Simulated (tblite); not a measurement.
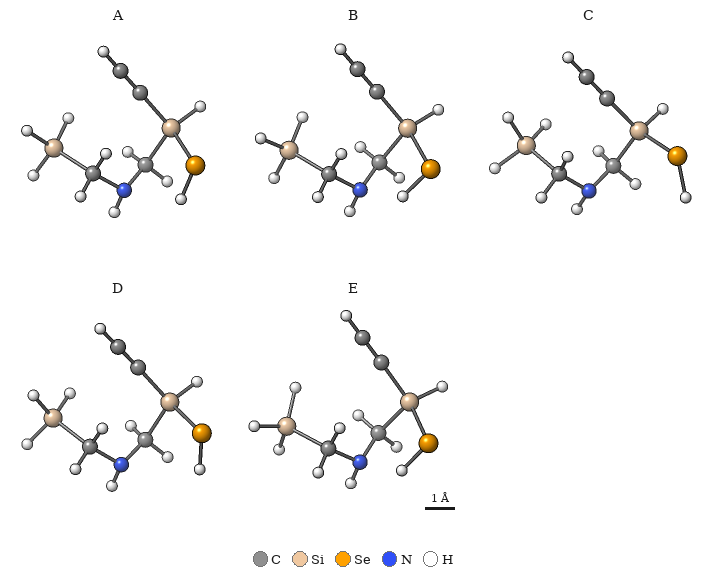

5 geometries from one relaxation of C₄H₁₁NSeSi₂, in shuffled order. The picture is a ball-and-stick view, seen at a tilt.

All numbers below come from GFN2-xTB geometry optimisation, gas phase in tblite. 

Put them in the order of the run, from the start to the converged end.

Answer. C, D, A, B, E. They are steps 0, 34, 43, 60, 133, at +16.4 kcal/mol, +4.05 kcal/mol, +2.82 kcal/mol, +0.72 kcal/mol relative to the last. The largest move after the best rigid fit is that of an H atom, 1.74 Å. By element the largest moves are H 1.74 Å, Se 0.71 Å, C 0.64 Å, Si 0.35 Å, N 0.22 Å. Among the contacts that change: H–Se 1.530 → 1.443 Å, C–Si 1.846 → 1.921 Å, C–H 1.128 → 1.091 Å, H–N 1.050 → 1.016 Å. Bond angles that change, for instance: Si–Se–H 110.9° → 89.2°, Se–Si–C 114.4° → 102.6°, N–C–H 116.3° → 107.3°. Groups turn about C–Si by about 45°, Se–Si by about 30°, C–Si by about 30°. The energy falls by 16.4 kcal/mol in 133 geometry steps.
